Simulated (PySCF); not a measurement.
Input file:

```
{"job": {"kind": "uv", "xc": "CAM-B3LYP", "basis": "def2-SVPD", "nstates": 8, "ntriplets": 3}, "charge": 0, "multiplicity": 1}
F     -0.061667     1.687885    -0.010175
Al     0.001321     0.034353    -0.004299
Cl     1.843553    -0.789972     0.003025
Cl    -1.772972    -0.927494    -0.011406
```

Command:

```sh
OMP_NUM_THREADS=1 python probes_run.py task.json out
```

Geometry: GFN2-xTB.

Level of theory: PySCF 2.14.0, CAM-B3LYP/def2-SVPD, SCF density, gas phase.

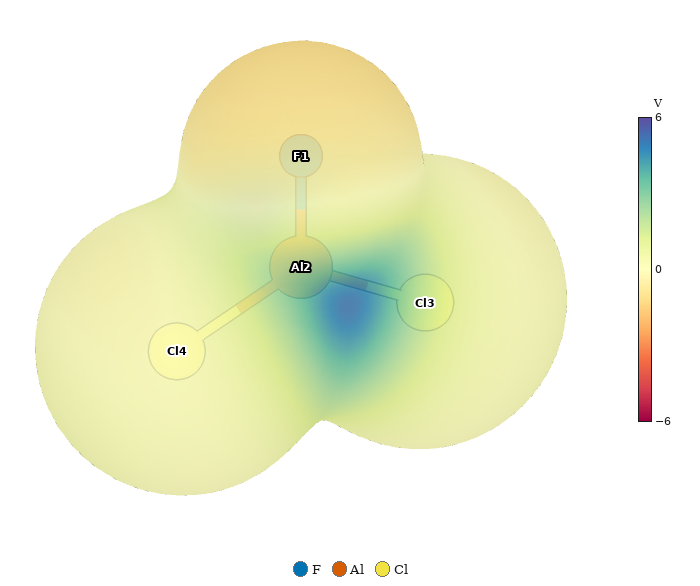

AlCl2F (SMILES [F][Al]([Cl])[Cl]). The molecular electrostatic potential painted on the density surface at 0.002 e/bohr³, seen at a tilt; red is negative and blue positive.

Question: Which sites attract a positive test charge, and which a negative one?

Answer: A positive charge is drawn to the negative regions and a negative charge to the positive ones. The most negative region (about −1.1 V) lies over F1, the most positive (about +4.9 V) over Al2.

Question: What dipole moment does the calculation give?

Answer: Its dipole moment is 1.00 D.
